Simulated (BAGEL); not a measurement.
**HF/3-21G (density fitting with qzvpp-jkfit) run of BSiNH4S (SMILES S[SiH]1BN1)**

Aim: the vertical ionisation energy of BSiNH4S at HF/3-21G (density fitting with qzvpp-jkfit), from 2 runs. 

Program for the calculation: BAGEL 1.2.2.

1 further run of the same task is left out (it didn't finish). Runs told in other sessions of the task aren't counted.

**1. The structure to begin with**

BSiNH4S has 8 atoms, charge 0, and is taken as a singlet. SMILES: `S[SiH]1BN1`. The coordinates come from a PBE0-D4/def2-TZVP relaxation. This is one conformer, not always the lowest.

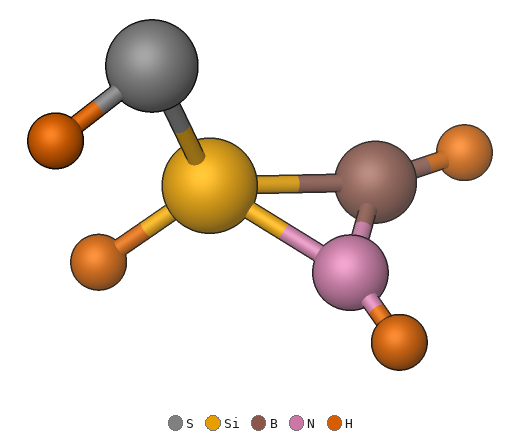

Viewed from a chosen angle; sulfur grey, silicon amber, boron brown, nitrogen pink, hydrogen orange.

**2. A single-point energy at HF/3-21G (density fitting with qzvpp-jkfit)**

Input file input.json:

```json
{ "bagel": [

{
  "title": "molecule",
  "basis": "3-21g",
  "df_basis": "qzvpp-jkfit",
  "angstrom": true,
  "geometry": [
    { "atom": "S", "xyz": [      -2.198700,      -0.554700,      -0.360400 ] },
    { "atom": "Si", "xyz": [      -0.326600,      -0.039100,       0.515400 ] },
    { "atom": "B", "xyz": [       1.350500,      -0.825500,       0.014200 ] },
    { "atom": "N", "xyz": [       0.999600,       0.392100,      -0.541100 ] },
    { "atom": "H", "xyz": [      -2.816800,       0.582000,       0.001900 ] },
    { "atom": "H", "xyz": [      -0.578800,       0.932200,       1.605800 ] },
    { "atom": "H", "xyz": [       2.264800,      -1.577600,      -0.080200 ] },
    { "atom": "H", "xyz": [       1.398200,       1.033600,      -1.211500 ] }
  ]
},

{ "title": "hf" },

{ "title": "print", "file": "orbitals.molden", "orbitals": true }

]}
```

Run with:

```console
$ BAGEL_NUM_THREADS=1 BAGEL input.json > input.out
```

The program printed:

```text
* using 1 threads per process

  ===============================================================
  ===============================================================

  *** Geometry ***

  { "atom" : "S", "xyz" : [     -4.154941,     -1.048231,     -0.681057 ] },
  { "atom" : "Si", "xyz" : [     -0.617185,     -0.073888,      0.973965 ] },
  { "atom" : "B", "xyz" : [      2.552075,     -1.559969,      0.026834 ] },
  { "atom" : "N", "xyz" : [      1.888970,      0.740962,     -1.022531 ] },
  { "atom" : "H", "xyz" : [     -5.322981,      1.099821,      0.003590 ] },
  { "atom" : "H", "xyz" : [     -1.093773,      1.761603,      3.034522 ] },
  { "atom" : "H", "xyz" : [      4.279852,     -2.981232,     -0.151556 ] },
  { "atom" : "H", "xyz" : [      2.642215,      1.953221,     -2.289403 ] },

  Number of auxiliary basis functions:      480

  Since a DF basis is specified, we compute 2- and 3-index integrals:
    o Being stored without compression. Storage requirement is 0.010 GB

  Number of basis functions:       52
  Number of electrons      :       46

    * METHOD: MOLECULE                             0.19

  *** RHF ***

  === Nuclear Repulsion ===
   186.9826419113

      * DIIS with orbital gradients will be used.

  === RHF iteration (3-21g) ===
      0       -763.86197448          0.02222053           0.05
      1       -763.94337473          0.01417315           0.04
      2       -763.97864883          0.00170536           0.04
      3       -763.97983579          0.00035529           0.04
      4       -763.97991041          0.00008663           0.04
      5       -763.97991739          0.00002096           0.04
      6       -763.97991775          0.00000566           0.04
      7       -763.97991777          0.00000221           0.04
      8       -763.97991777          0.00000064           0.05
      9       -763.97991777          0.00000021           0.04
     10       -763.97991777          0.00000006           0.04
     11       -763.97991777          0.00000002           0.05
     12       -763.97991777          0.00000001           0.05
    * SCF iteration converged.

    * Permanent dipole moment:
           (   -0.564915,    -0.889742,    -0.128094) a.u.

    * METHOD: HF                                   0.73

    * METHOD: PRINT                                0.01

  ===============================================================
```

It took 1.1 s on 1 thread of Arm Neoverse V1, shared host; peak memory 0.084 GiB.

**3. The doublet cation**

Input file hf.json:

```json
{ "bagel" : [

{
  "title" : "molecule",
  "basis" : "3-21g",
  "df_basis" : "qzvpp-jkfit",
  "angstrom" : true,
  "geometry" : [
    { "atom" : "S", "xyz" : [      -2.198700,      -0.554700,      -0.360400 ] },
    { "atom" : "Si", "xyz" : [      -0.326600,      -0.039100,       0.515400 ] },
    { "atom" : "B", "xyz" : [       1.350500,      -0.825500,       0.014200 ] },
    { "atom" : "N", "xyz" : [       0.999600,       0.392100,      -0.541100 ] },
    { "atom" : "H", "xyz" : [      -2.816800,       0.582000,       0.001900 ] },
    { "atom" : "H", "xyz" : [      -0.578800,       0.932200,       1.605800 ] },
    { "atom" : "H", "xyz" : [       2.264800,      -1.577600,      -0.080200 ] },
    { "atom" : "H", "xyz" : [       1.398200,       1.033600,      -1.211500 ] }
  ]
},

{
  "title" : "uhf",
  "charge" : 1,
  "nopen" : 1
},

{
  "title" : "print",
  "file" : "orbitals.molden",
  "orbitals" : true
}

]}
```

Run with:

```console
$ BAGEL_NUM_THREADS=1 BAGEL hf.json > hf.out
```

The program printed:

```text
* using 1 threads per process

  ===============================================================
  ===============================================================

  *** Geometry ***

  { "atom" : "S", "xyz" : [     -4.154941,     -1.048231,     -0.681057 ] },
  { "atom" : "Si", "xyz" : [     -0.617185,     -0.073888,      0.973965 ] },
  { "atom" : "B", "xyz" : [      2.552075,     -1.559969,      0.026834 ] },
  { "atom" : "N", "xyz" : [      1.888970,      0.740962,     -1.022531 ] },
  { "atom" : "H", "xyz" : [     -5.322981,      1.099821,      0.003590 ] },
  { "atom" : "H", "xyz" : [     -1.093773,      1.761603,      3.034522 ] },
  { "atom" : "H", "xyz" : [      4.279852,     -2.981232,     -0.151556 ] },
  { "atom" : "H", "xyz" : [      2.642215,      1.953221,     -2.289403 ] },

  Number of auxiliary basis functions:      480

  Since a DF basis is specified, we compute 2- and 3-index integrals:
    o Being stored without compression. Storage requirement is 0.010 GB

  Number of basis functions:       52
  Number of electrons      :       46

    * METHOD: MOLECULE                             0.19

  *** Open-shell HF ***

  === Nuclear Repulsion ===
   186.9826419113

      * DIIS with orbital gradients will be used.

  === UHF iteration (3-21g) ===
      0       -763.51033654          0.04216598           0.09
      1       -763.60798022          0.02754444           0.09
      2       -763.62903244          0.01937973           0.09
      3       -763.64524794          0.00124495           0.09
      4       -763.64561425          0.00055562           0.09
      5       -763.64571876          0.00023694           0.09
      6       -763.64576864          0.00011943           0.09
      7       -763.64579235          0.00007442           0.09
      8       -763.64580388          0.00005105           0.09
      9       -763.64581063          0.00002899           0.09
     10       -763.64581221          0.00001841           0.09
     11       -763.64581282          0.00001076           0.08
     12       -763.64581299          0.00000504           0.08
     13       -763.64581301          0.00000314           0.08
     14       -763.64581302          0.00000236           0.08
     15       -763.64581303          0.00000173           0.08
     16       -763.64581303          0.00000122           0.08
     17       -763.64581303          0.00000082           0.08
     18       -763.64581303          0.00000062           0.08
     19       -763.64581303          0.00000038           0.08
     20       -763.64581303          0.00000025           0.08
     21       -763.64581303          0.00000013           0.09
     22       -763.64581303          0.00000006           0.09
     23       -763.64581303          0.00000005           0.09
     24       -763.64581303          0.00000002           0.09
     25       -763.64581303          0.00000001           0.09
     26       -763.64581303          0.00000001           0.09
    * SCF iteration converged.

    * S^2 (UHF) is 0.7597

    * Permanent dipole moment:
           (   -1.573093,    -0.535409,    -0.554410) a.u.

    * METHOD: UHF                                  2.44

    * METHOD: PRINT                                0.01

  ===============================================================
```

It took 2.8 s on 1 thread of Arm Neoverse V1, shared host; peak memory 0.084 GiB.

**4. Outcome**

At HF/3-21G (density fitting with qzvpp-jkfit):

| quantity | value |
| --- | --- |
| singlet BSiNH4S: total energy | -763.97992 Eh |
| singlet BSiNH4S: dipole moment | 2.70 D |
| singlet BSiNH4S: HOMO energy | -9.88 eV |
| singlet BSiNH4S: LUMO energy | 3.53 eV |
| singlet BSiNH4S: HOMO–LUMO gap | 13.41 eV |
| doublet cation: total energy | -763.64581 Eh |
| doublet cation: ⟨S²⟩ | 0.760 |
| vertical ionisation energy (to the doublet cation) | 9.091 eV |

Removing an electron at fixed nuclei costs 9.09 eV (210 kcal/mol). −ε(HOMO) before ionisation, 9.88 eV, is 0.78 eV above this ionisation energy.
